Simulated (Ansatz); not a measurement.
```xyz
10

Al    0.0628    0.5608   -0.5127
O     0.0228    0.0515    2.3974
Si   -1.3721   -0.4469    3.2152
H    -2.1768   -1.2933    2.2914
H    -1.0145   -1.2412    4.4261
H    -2.1452    0.7633    3.6251
F     1.4344   -0.1847   -1.0326
F    -1.4120   -0.1258   -0.7667
Br    0.1448    2.7501    0.3725
H     0.2335    1.0056    2.5004
```

Not at a stationary point (largest force 1.8 eV/Å).

Theory: RKS PBE0-D4/def2-SVP in Ansatz 0.2.0.

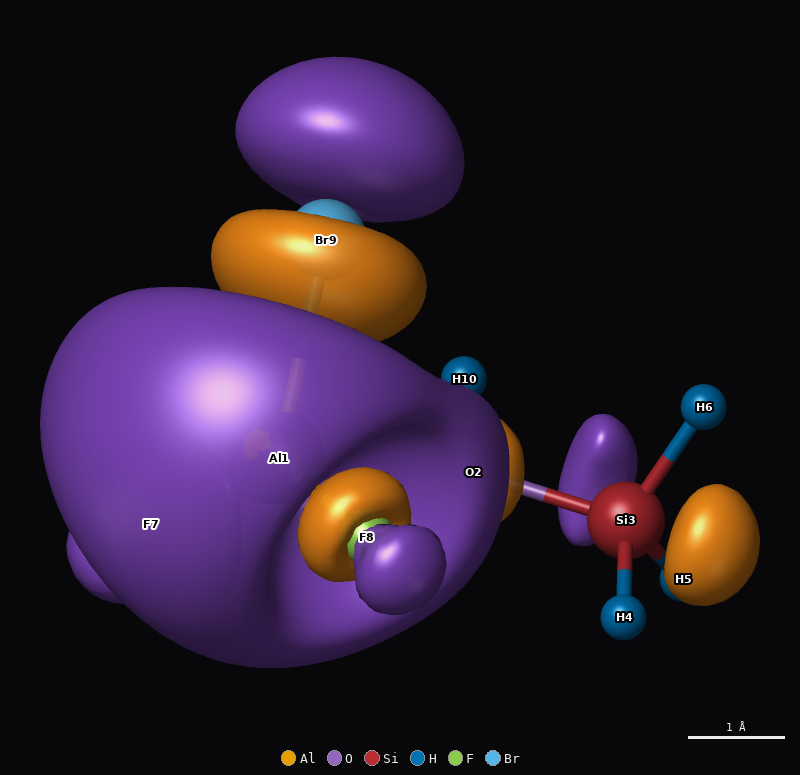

AlBrF$_{2}$···H$_{4}$OSi. One frontier orbital at ±0.06 Å⁻³ᐟ² (orange and purple are the two phases), seen at a tilt.

Question: Which orbital is it: HOMO or LUMO?

Answer: The LUMO, at −1.39 eV. By Hirshfeld shares it lies mainly on Al1 (about 55 %), Br9 (about 20 %), F7 (about 10 %) and F8 (about 10 %).
